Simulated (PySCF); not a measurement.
## Electronic structure of C$_{4}$H$_{3}$FO$_{3}$Si in real space

Input file:

```
{"job": {"kind": "uv", "xc": "PBE0", "basis": "def2-SVPD", "nstates": 8, "ntriplets": 3}, "charge": 0, "multiplicity": 1}
O      3.180884    -0.945087     0.281675
C      2.124623    -0.445463     0.059921
C      0.764082    -0.853615     0.499462
C     -0.124795     0.012032     0.004420
Si    -1.999173     0.142632     0.129187
F     -2.417338    -1.111964     1.043782
C      0.647913     1.014832    -0.776284
O      0.231400     1.956908    -1.376662
O      1.974741     0.689598    -0.706078
H      0.599238    -1.717177     1.115099
H     -2.373337     1.333164     0.869559
H     -2.607039    -0.076548    -1.170107
```

Command:

```sh
OMP_NUM_THREADS=1 python probes_run.py task.json out
```

Geometry: GFN2-xTB.

Theory: PBE0/def2-SVPD, SCF density, gas phase in PySCF.

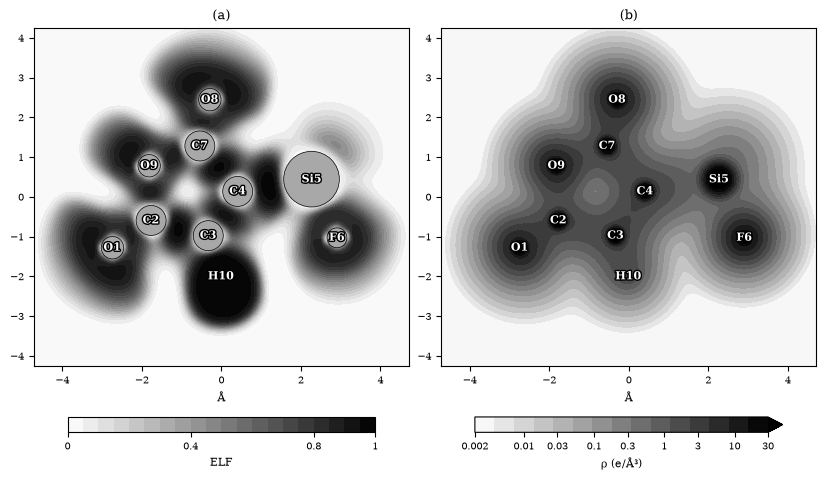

Figure 1. (a) ELF; (b) electron density on the plane of atoms C2, C3 and H10. Grey discs cover the atomic cores in the ELF map.

### Interpret the plot.

The section cuts through O, C, Si, F and H sites. C–O (1.19 Å): ρ at the midpoint is about 3.5 e/Å³; the ELF peaks at about 0.85 between the atoms (a multiple bond). C–C (1.34 Å): ρ is about 2.3 e/Å³ halfway; the ELF peaks at about 0.90 between the atoms: a multiple bond. Si–F (1.61 Å): ρ is about 1 e/Å³ halfway; the ELF peaks at about 0.85 in the valence shell of F, 0.6 Å from its nucleus, and is about 0.50 at the midpoint. C–Si (1.88 Å): the density is about 0.95 e/Å³ at the midpoint; the ELF peaks at about 1 between the atoms, as expected for a shared electron pair. C–H (1.07 Å): ρ is about 2.1 e/Å³ halfway; the ELF climbs to about 1 towards the hydrogen, as it does in any bond to H; an ordinary covalent bond to hydrogen. The ELF also peaks beside O1, F6, O9 and O8, away from the bonds: lone-pair regions.

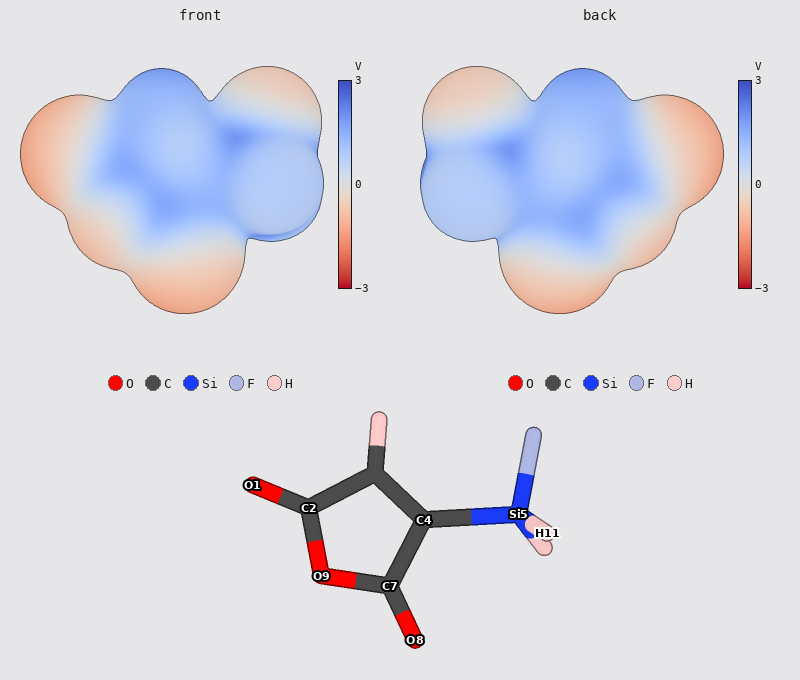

Figure 2. The electrostatic potential painted on the density surface at 0.002 e/bohr³, seen from the front and from behind; red is negative and blue positive. The bare structure is drawn below in the same view.

### Where is the surface potential most negative and most positive?

The most negative region (about −1.2 V, or −28 kcal/mol for a unit charge) lies over O1 and O8, the most positive (about +2.0 V, or +46 kcal/mol for a unit charge) over Si5.

### How polar is the molecule by this calculation?

Its dipole moment is 2.99 D.
